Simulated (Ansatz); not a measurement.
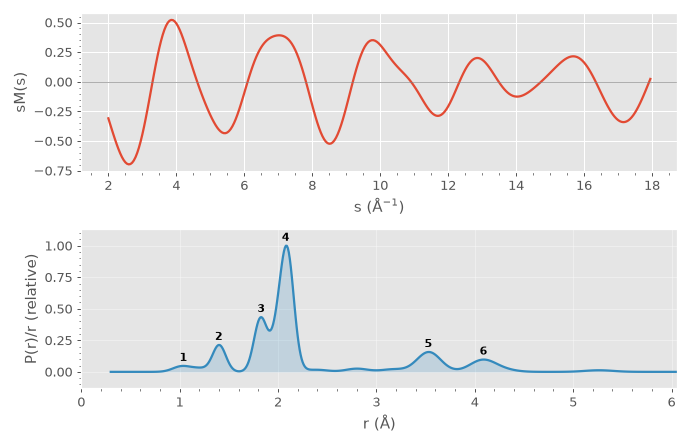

Simulated gas electron diffraction: reduced molecular intensity sM(s) from the Debye equation in the first Born approximation (top) and the radial distribution curve (bottom) of AlBClH2N. Each pair of atoms contributes with weight ZᵢZⱼ/r; damping constant 0.001 Å²; vibrational amplitudes assumed, not computed: 0.05 Å for bonds, 0.078 Å for bonds to H, 0.06 + 0.015 r up to 0.15 Å for other pairs. The geometry is the end point of an optimisation (RKS PBE0-D4/def2-SVP (Ansatz)); it may be a saddle point or a higher isomer. SMILES: [Cl][Al]1[BH][NH]1.

> Read the positions of the numbered peaks and name the main pairs (– for bonds).

Peak 1, 1.04 Å: N–H 1.02 Å
Peak 2, 1.40 Å: B–H 1.20 Å, N–B 1.40 Å, not resolved
Peak 3, 1.83 Å: Al–N 1.82 Å
Peak 4, 2.08 Å: Al–B 1.99 Å, Cl–Al 2.10 Å, not resolved
Peak 5, 3.53 Å: Cl···N 3.53 Å; in its flanks Al···H 3.17 Å
Peak 6, 4.09 Å: Cl···B 4.08 Å, Cl···H 4.28 Å, not resolved
